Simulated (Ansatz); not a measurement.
## Molecular dynamics, with input and output: BSiH5OF2 (part 3 of 3)

BSiH5OF2; RKS B3LYP/def2-SVP (Ansatz 0.2.0). It belongs to a series of runs on one base structure; here: dynamics from the highest image of the converged band.

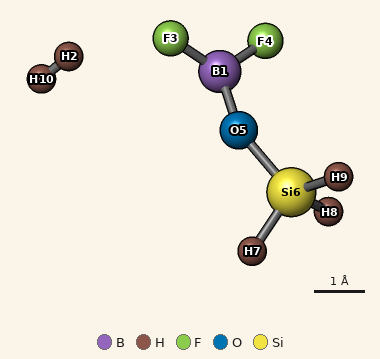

Fig. 1: The geometry at step 116 of the log (ball-and-stick view, seen at a tilt; atoms are numbered from 1 in the order of the input).

## Trajectory as extended XYZ, continued
```
10
Properties=species:S:1:pos:R:3:forces:R:3 step=32 time_fs=16.0 energy=-16111.91574 temperature=954.9
B     0.0230   -0.2445    0.0031   -0.0556  -2.4749  -2.0703
H     0.1643    0.2542    1.6290    0.0355   0.4186   0.3694
F     1.0607    0.3740   -0.5862   -0.1854   0.0054   0.9268
F    -1.1880    0.1974   -0.3806    0.1600   0.2249   0.7559
O     0.1436   -1.6572    0.2740   -0.4291   0.6200  -0.7549
Si   -0.7380   -3.0415   -0.1986    0.2415   0.7003   0.1481
H     0.0432   -4.1809    0.3502   -0.1035  -0.0436  -0.0295
H    -2.1343   -3.0216    0.3702    0.3073  -0.0014  -0.0841
H    -0.8134   -3.1142   -1.6908   -0.0040  -0.0220   0.1321
H     0.2074   -0.5273    1.5801    0.0334   0.5729   0.6065
10
Properties=species:S:1:pos:R:3:forces:R:3 step=42 time_fs=21.0 energy=-16112.61267 temperature=1628.9
B     0.0162   -0.3440   -0.0771   -0.0674   0.6329  -2.2453
H     0.1642    0.5489    1.9076   -0.1197   1.1253   0.0638
F     1.0596    0.3767   -0.5675   -0.5709  -0.7791   1.0389
F    -1.1790    0.2219   -0.3612    0.4432  -0.3488   0.6925
O     0.1139   -1.6553    0.2362    0.2109   0.4263   0.0608
Si   -0.7249   -3.0407   -0.1956   -0.4787  -0.6061   0.1666
H     0.0146   -4.2085    0.3604    0.0787   0.1482  -0.0356
H    -2.1109   -3.0787    0.3977    0.2983   0.1964  -0.1374
H    -0.8188   -3.1762   -1.6802    0.0552   0.1532   0.1000
H     0.2484   -0.1792    1.9108    0.1503  -0.9484   0.2956
10
Properties=species:S:1:pos:R:3:forces:R:3 step=53 time_fs=26.5 energy=-16112.71907 temperature=1732.2
B     0.0063   -0.4304   -0.2191   -0.2833   4.3417  -0.7598
H     0.1586    0.9491    2.2366    0.1400  -0.7561   0.1240
F     1.0508    0.3686   -0.5331   -0.2698  -1.1060   0.2403
F    -1.1630    0.2437   -0.3307    0.2880  -0.7985  -0.0073
O     0.0851   -1.6507    0.1957    0.7709  -1.5063   0.4769
Si   -0.7141   -3.0453   -0.1909   -0.2144  -1.3103  -0.0553
H     0.0092   -4.2072    0.3657    0.3049   0.0198   0.0608
H    -2.0395   -3.0908    0.4061   -0.6338   0.2140   0.2199
H    -0.8116   -3.2060   -1.6540    0.0313   0.1481  -0.2563
H     0.3076    0.1895    2.3560   -0.1337   0.7535  -0.0431
10
Properties=species:S:1:pos:R:3:forces:R:3 step=63 time_fs=31.5 energy=-16112.63116 temperature=1646.7
B    -0.0087   -0.4242   -0.3630   -0.2863   0.9047   2.5624
H     0.1570    1.2734    2.5386    0.1218  -0.4507   0.1419
F     1.0401    0.3479   -0.4986    0.9646  -0.1329  -0.8084
F    -1.1456    0.2540   -0.3030   -0.7267  -0.2438  -0.8015
O     0.0703   -1.6630    0.1638    0.8090   0.8372  -0.7959
Si   -0.7074   -3.0609   -0.1868   -1.0379  -1.3706  -0.0034
H     0.0686   -4.1950    0.3807    0.0352   0.0550  -0.0254
H    -2.0800   -3.0526    0.4453    0.3034  -0.0190  -0.2474
H    -0.7981   -3.1984   -1.6749   -0.0603  -0.0197   0.1228
H     0.3599    0.5665    2.7823   -0.1229   0.4400  -0.1451
10
Properties=species:S:1:pos:R:3:forces:R:3 step=74 time_fs=37.0 energy=-16112.28366 temperature=1311.9
B    -0.0311   -0.3940   -0.4576    0.3579  -1.8275   4.2884
H     0.1656    1.6017    2.8864   -0.3812   0.9293  -0.5572
F     1.0423    0.3235   -0.4720    1.6150   0.7352  -1.3209
F    -1.1376    0.2624   -0.2837   -1.7650   0.5682  -1.1324
O     0.0673   -1.6645    0.1151    0.3565   1.4776  -1.6635
Si   -0.7089   -3.0906   -0.1826   -0.3196  -0.3889  -0.1495
H     0.1424   -4.1699    0.3915   -0.1992  -0.0354  -0.0330
H    -2.0699   -3.0184    0.4358    0.0885  -0.2619  -0.0811
H    -0.8001   -3.1992   -1.6732   -0.1329  -0.2628   0.0999
H     0.4068    1.0069    3.2365    0.3799  -0.9339   0.5494
10
Properties=species:S:1:pos:R:3:forces:R:3 step=84 time_fs=42.0 energy=-16112.46626 temperature=1487.6
B    -0.0437   -0.3999   -0.4483    0.9110   0.0374   3.3954
H     0.1633    1.9227    3.1871    0.2175  -0.4014   0.3467
F     1.0640    0.3097   -0.4648    0.6318   0.4947  -1.2158
F    -1.1518    0.2764   -0.2809   -1.2408   0.4071  -1.0734
O     0.0703   -1.6459    0.0465   -0.2170  -0.9079  -1.0296
Si   -0.7132   -3.1214   -0.1801    0.5569   0.6211  -0.3605
H     0.1681   -4.1561    0.3962   -0.0746  -0.1632   0.1082
H    -2.0446   -3.0452    0.4108   -0.4811  -0.1916   0.3312
H    -0.8327   -3.2603   -1.6505   -0.0855  -0.2958  -0.1534
H     0.4593    1.3835    3.6632   -0.2181   0.3997  -0.3489
10
Properties=species:S:1:pos:R:3:forces:R:3 step=95 time_fs=47.5 energy=-16112.74731 temperature=1759.7
B    -0.0372   -0.3989   -0.3558    0.2762   3.0758   0.8920
H     0.1718    2.2430    3.5317    0.4131  -0.5125   0.7223
F     1.0966    0.3016   -0.4737   -0.3883   0.1962  -0.4829
F    -1.1839    0.2967   -0.2928    0.3232  -0.3277  -0.5163
O     0.0702   -1.6442   -0.0451   -0.4561  -3.4930   0.1506
Si   -0.7144   -3.1500   -0.1806   -0.3035   0.4879  -0.2490
H     0.1724   -4.1745    0.4263   -0.0600   0.0905   0.0634
H    -2.0946   -3.1237    0.4491    0.5508   0.0244  -0.0581
H    -0.8887   -3.4012   -1.6485    0.0579  -0.0532   0.2009
H     0.5059    1.8300    4.1179   -0.4134   0.5116  -0.7229
10
Properties=species:S:1:pos:R:3:forces:R:3 step=105 time_fs=52.5 energy=-16112.84780 temperature=1856.4
B    -0.0238   -0.3419   -0.2476   -0.2416  -0.4787  -0.9635
H     0.2016    2.5129    3.8849   -0.4634   0.3668  -0.8659
F     1.1222    0.2974   -0.4884   -0.7246   0.3252   0.3789
F    -1.2100    0.3117   -0.3105    1.2939  -0.4522   0.3158
O     0.0632   -1.6875   -0.1281   -0.4292   0.4160   0.3132
Si   -0.7170   -3.1719   -0.1834   -0.0133  -0.2002  -0.1925
H     0.1637   -4.1763    0.4705    0.0327   0.1086   0.0058
H    -2.0452   -3.1909    0.4856    0.0109   0.2138   0.1064
H    -0.9289   -3.5474   -1.6117    0.0715   0.0673   0.0362
H     0.5260    2.2570    4.4912    0.4631  -0.3666   0.8656
10
Properties=species:S:1:pos:R:3:forces:R:3 step=116 time_fs=58.0 energy=-16112.38430 temperature=1408.4
B    -0.0150   -0.2905   -0.1559   -0.4093  -3.1124  -3.1381
H     0.2228    2.8246    4.2532   -0.0556   0.0214  -0.1087
F     1.1395    0.2974   -0.4989   -1.1044   0.2894   1.1199
F    -1.2200    0.3219   -0.3252    1.7655  -0.3730   1.0204
O     0.0485   -1.7284   -0.2128   -0.1878   3.3696   0.8873
Si   -0.7200   -3.1977   -0.1881    0.1144  -0.5056   0.2020
H     0.1656   -4.1538    0.5219    0.1434  -0.0302  -0.0255
H    -1.9928   -3.2088    0.5558   -0.3291   0.2491   0.0926
H    -0.9558   -3.6920   -1.5653    0.0076   0.1127  -0.1586
H     0.5597    2.7120    4.9221    0.0553  -0.0209   0.1085
10
Properties=species:S:1:pos:R:3:forces:R:3 step=126 time_fs=63.0 energy=-16112.34081 temperature=1367.0
B    -0.0156   -0.3097   -0.1422   -0.1419  -2.2211  -3.8232
H     0.2455    3.0980    4.5927    0.4599   0.0531   0.9662
F     1.1408    0.3010   -0.4942   -1.2901   0.0313   1.3561
F    -1.2064    0.3260   -0.3256    1.5595  -0.3606   1.1877
O     0.0315   -1.7182   -0.2765   -0.3734   1.9674   1.0859
Si   -0.7218   -3.2250   -0.1906   -0.1802   0.1402   0.6996
H     0.1969   -4.1345    0.5597    0.0001   0.0746  -0.1576
H    -2.0055   -3.1662    0.6317    0.3947   0.1019  -0.4614
H    -0.9759   -3.7924   -1.5517    0.0316   0.2659   0.1131
H     0.5868    3.1357    5.3090   -0.4601  -0.0526  -0.9663
10
Properties=species:S:1:pos:R:3:forces:R:3 step=137 time_fs=68.5 energy=-16112.66003 temperature=1674.6
B    -0.0199   -0.3791   -0.2206    0.1120   1.9580  -2.3825
H     0.2958    3.4046    5.0203   -0.1849  -0.1189  -0.4145
F     1.1241    0.3054   -0.4701   -0.8189  -0.2038   0.8985
F    -1.1696    0.3254   -0.3095    0.6630  -0.2543   0.7853
O     0.0063   -1.6796   -0.3287   -0.5130  -3.0572   0.5945
Si   -0.7244   -3.2528   -0.1872    0.8086   1.4690   0.2603
H     0.2368   -4.0979    0.5637    0.0518  -0.0152  -0.0620
H    -1.9486   -3.0922    0.6152   -0.3103  -0.0373   0.0342
H    -0.9907   -3.8366   -1.5201    0.0069   0.1406  -0.1281
H     0.5912    3.5960    5.6804    0.1849   0.1191   0.4143
10
Properties=species:S:1:pos:R:3:forces:R:3 step=147 time_fs=73.5 energy=-16112.79053 temperature=1800.8
B    -0.0216   -0.4052   -0.3477    0.1243   2.6413  -0.2087
H     0.3372    3.6889    5.4009   -0.1402  -0.1709  -0.3356
F     1.0986    0.3071   -0.4364    0.2927  -0.0691   0.0460
F    -1.1273    0.3219   -0.2845   -0.5899   0.2108   0.1201
O    -0.0242   -1.6862   -0.3666   -0.2357  -4.2348   0.0148
Si   -0.7206   -3.2658   -0.1816    0.6664   1.7938  -0.0547
H     0.2828   -4.0674    0.5506   -0.0039  -0.1141   0.0442
H    -1.9506   -3.0345    0.5944   -0.2591  -0.2295   0.1417
H    -1.0016   -3.8400   -1.5147    0.0052   0.0015  -0.1032
H     0.5996    4.0089    6.0261    0.1403   0.1709   0.3355
10
Properties=species:S:1:pos:R:3:forces:R:3 step=158 time_fs=79.0 energy=-16112.63851 temperature=1654.5
B    -0.0216   -0.3831   -0.4912   -0.2624  -2.2365   2.0136
H     0.3831    3.9916    5.8176    0.3085   0.6590   0.8078
F     1.0756    0.3084   -0.3989    1.5215   0.1533  -0.7334
F    -1.0899    0.3212   -0.2553   -1.6452   0.5845  -0.4865
O    -0.0607   -1.7538   -0.4088    0.6605   1.6337  -0.8442
Si   -0.7110   -3.2639   -0.1756   -0.5129   0.4053  -0.0393
H     0.3247   -4.0611    0.5442   -0.2508  -0.0577   0.0075
H    -2.0005   -3.0375    0.5974    0.4552  -0.4087  -0.1509
H    -1.0108   -3.8418   -1.5255    0.0340  -0.0738   0.2333
H     0.6084    4.4732    6.4084   -0.3085  -0.6590  -0.8080
10
Properties=species:S:1:pos:R:3:forces:R:3 step=168 time_fs=84.0 energy=-16112.33670 temperature=1362.3
B    -0.0263   -0.4015   -0.5770   -0.1596  -1.7245   3.5265
H     0.4410    4.2990    6.2379   -0.0411  -0.1458  -0.1238
F     1.0725    0.3103   -0.3741    0.8846  -0.6657  -1.2572
F    -1.0758    0.3272   -0.2351   -1.1663  -0.1200  -1.0403
O    -0.0841   -1.7963   -0.4597    1.2366   4.1110  -1.3589
Si   -0.7057   -3.2583   -0.1706   -0.5159  -1.3080  -0.2429
H     0.3110   -4.0716    0.5436   -0.0512  -0.0335   0.0921
H    -1.9654   -3.1311    0.5802   -0.2214  -0.0573   0.3142
H    -1.0125   -3.8631   -1.4923   -0.0067  -0.2021  -0.0333
H     0.6003    4.8631    6.7144    0.0411   0.1458   0.1237
10
Properties=species:S:1:pos:R:3:forces:R:3 step=179 time_fs=89.5 energy=-16112.39816 temperature=1422.1
B    -0.0346   -0.4568   -0.5830    0.3156   2.3922   3.5389
H     0.5016    4.6475    6.6964   -0.1285  -0.8779  -0.4970
F     1.0813    0.3022   -0.3649   -0.1075  -1.4930  -1.3759
F    -1.0769    0.3315   -0.2278   -0.4703  -0.8905  -1.1949
O    -0.0905   -1.7809   -0.5377    0.5172   0.6277  -0.8080
Si   -0.7052   -3.2636   -0.1674   -0.5452  -1.1467  -0.2277
H     0.2852   -4.0871    0.5659    0.1944   0.1694   0.0584
H    -1.9633   -3.2470    0.6297    0.0610   0.3371   0.0465
H    -1.0139   -3.9335   -1.4588    0.0348   0.0038  -0.0372
H     0.5944    5.2816    7.0548    0.1285   0.8780   0.4969
10
Properties=species:S:1:pos:R:3:forces:R:3 step=189 time_fs=94.5 energy=-16112.65100 temperature=1666.5
B    -0.0357   -0.4596   -0.5083    0.4141   2.9918   1.8214
H     0.5559    4.9408    7.1053    0.0430   0.9428   0.3374
F     1.0894    0.2766   -0.3741    0.0671  -1.0530  -0.7271
F    -1.0853    0.3250   -0.2362   -0.6264  -0.5452  -0.5151
O    -0.0877   -1.7544   -0.6216   -0.2520  -2.2331  -0.0201
Si   -0.7091   -3.2784   -0.1667   -0.0849  -0.0255  -0.2574
H     0.3030   -4.0617    0.5991    0.1301   0.2911  -0.0828
H    -1.9547   -3.2753    0.6907    0.3272   0.4390  -0.2852
H    -1.0080   -4.0002   -1.4371    0.0248   0.1348   0.0665
H     0.5898    5.6856    7.3722   -0.0430  -0.9427  -0.3374
10
Properties=species:S:1:pos:R:3:forces:R:3 step=200 time_fs=100.0 energy=-16112.70823 temperature=1721.3
B    -0.0282   -0.4046   -0.3847   -0.2644  -2.6243  -1.3770
H     0.6209    5.3138    7.5789   -0.0276   0.5122   0.0791
F     1.1010    0.2348   -0.3942    1.2400   0.3909   0.2092
F    -1.1046    0.3113   -0.2522   -1.2096   0.5584   0.4690
O    -0.0884   -1.7546   -0.7126   -0.4898   0.1027   1.3977
Si   -0.7130   -3.2942   -0.1689    1.2063   1.4297  -0.6902
H     0.3580   -3.9648    0.6174    0.0306   0.0079  -0.0467
H    -1.8877   -3.1929    0.7024   -0.4061   0.2382   0.1325
H    -0.9989   -4.0477   -1.4042   -0.1071  -0.1036  -0.0944
H     0.5796    6.0797    7.6974    0.0276  -0.5122  -0.0791
```

This output came from the following input.

## The input
```yaml
crystal:
  periodic: [false, false, false]
  atoms:
    - { symbol: B, position_ang: [0.026523, -0.170587, 0.046126] }
    - { symbol: H, position_ang: [0.121555, 0.114172, 1.398373] }
    - { symbol: F, position_ang: [1.066631, 0.373369, -0.600485] }
    - { symbol: F, position_ang: [-1.211362, 0.132867, -0.397001] }
    - { symbol: O, position_ang: [0.193942, -1.678466, 0.323944] }
    - { symbol: Si, position_ang: [-0.750954, -3.001388, -0.202722] }
    - { symbol: H, position_ang: [-0.072108, -4.220778, 0.302189] }
    - { symbol: H, position_ang: [-2.121667, -2.901534, 0.364081] }
    - { symbol: H, position_ang: [-0.783013, -2.979828, -1.685908] }
    - { symbol: H, position_ang: [0.175753, -0.949225, 1.298303] }
basis:
  gaussian: { orbitals: def2-SVP }
hamiltonian:
  xc: b3lyp
md:
  timestep: 0.5
  n_steps: 200
  ensemble: nve
  temperature: 100.0
  initial_velocities: maxwell_boltzmann
  seed: 3460
```

Launch command:
```bash
ansatz run input.yaml --threads 2 --pin off --max-ram 3072MiB --backend cpu --events-out ev --progress --plain --runs-dir out
```

## Results in brief

| quantity | value |
| --- | --- |
| outcome | finished |
| mean temperature over the second half | 1594 K |
| trajectory | 200 steps, 100 fs |
| ensemble | nve |
| temperature in the input | 100.0 K |
| time step | 0.5 fs |
| potential energy (last step) | −16112.7086 eV |
| mean-field energy (last step) | −16112.7086 eV |
| largest force (length of the vector) (last step) | 2.975 eV/Å |
| hardware | 2 threads of Arm Neoverse V1, 24 GiB of memory available, shared host |
| wall time | 7.2 min (CPU time 14 min) |
| peak memory | 0.2 GiB |

So short a trajectory is not equilibrated.
